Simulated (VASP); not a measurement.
Band structure of TaSi (relaxed from the rock salt structure, space group Fm-3m). Calculation: PBE GGA, VASP's PBE PAW potentials (set 64) (plane waves; VASP 6.6.1).

Unless said otherwise, spin-orbit coupling is left out, though it shifts the bands of the heavy elements here.

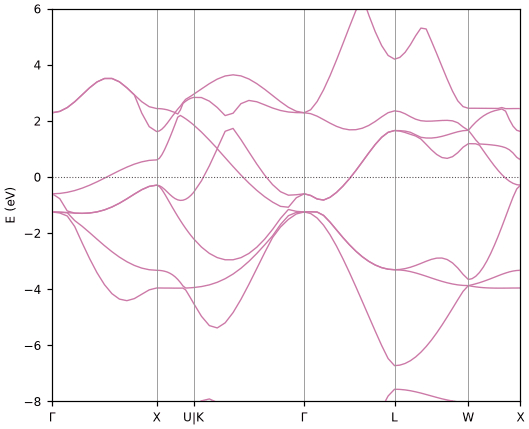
Figure: Bands along high-symmetry lines, zero at the valence-band maximum or, without a gap, the Fermi level

Read the plot: is there a gap, and where are the band edges?

It has no gap at this level: it comes out as a metal or semimetal. (Edges off the drawn lines would not show.)

The structure was generated: TaSi was put into the rock salt type (Fm-3m), which need not be its known phase. It was relaxed first, which changed the volume by -39 %. The electron count is odd and the run is not spin-polarised, which forces a metal.
